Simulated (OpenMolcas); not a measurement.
A ladder of methods for GeSiH6 (SMILES [SiH3][GeH3])

GeSiH6 has 8 atoms, charge 0, and is taken as a singlet. SMILES: `[SiH3][GeH3]`. The coordinates come from a PBE0-D4/def2-TZVP relaxation.

```xyz
8

Si   -0.5167    0.3865   -1.0102
Ge    0.5297   -0.3938    0.9774
H    -1.8949    0.8572   -0.7109
H    -0.5908   -0.7084   -2.0133
H     0.2608    1.5145   -1.5874
H     0.6191    0.7336    2.0194
H     1.9543   -0.8905    0.6791
H    -0.2693   -1.5562    1.5901
```

Each level gives the energy change with the Si1–H5 bond stretched from 1.487 to 2.230 Å (eV). The values are calculated.

```tsv
level	kind	program	value (eV)	less CCSD(T)/cc-pVDZ	CPU time (all runs)
HF/cc-pVDZ (restricted)	Hartree–Fock	OpenMolcas	2.16	+0.28	16 s
SVWN5/cc-pVDZ (restricted)	LDA	OpenMolcas	1.74	-0.14	67 s
BLYP/cc-pVDZ (restricted)	GGA	OpenMolcas	1.72	-0.16	86 s
TPSS/cc-pVDZ (restricted)	meta-GGA	OpenMolcas	1.88	0.00	1.8 min
PBE0/cc-pVDZ (restricted)	global hybrid	OpenMolcas	1.91	+0.03	82 s
B2PLYP/cc-pVDZ (restricted)	double hybrid	OpenMolcas	1.96	+0.08	57 s
MP2/cc-pVDZ (restricted)	perturbation theory	OpenMolcas	2.07	+0.19	19 s
CCSD(T)/cc-pVDZ (restricted)	coupled cluster or CI	OpenMolcas	1.88	0.00	61 s
```

CCSD(T)/cc-pVDZ (restricted) is the highest level here, not the true value. All-electron rows without a relativistic Hamiltonian named are non-relativistic. The first shape isn't each level's own minimum. The values span 1.72 to 2.16 eV. In the correlated wave-function rows the outer d shell of Ge is correlated, in sets not made for it. Times are those of the runs behind each value, whatever else they computed, on shared processors of several kinds: orders of magnitude only.

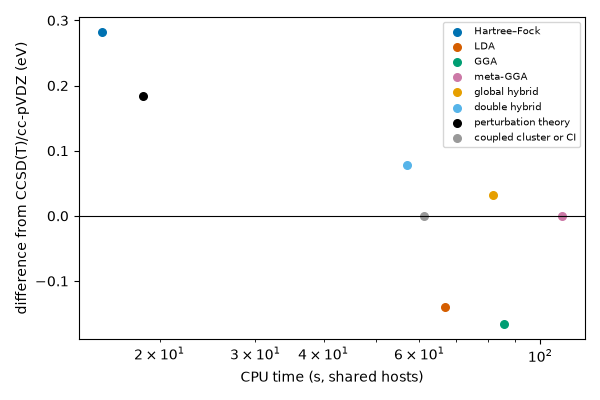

Difference from CCSD(T)/cc-pVDZ against processor time, one point a level.
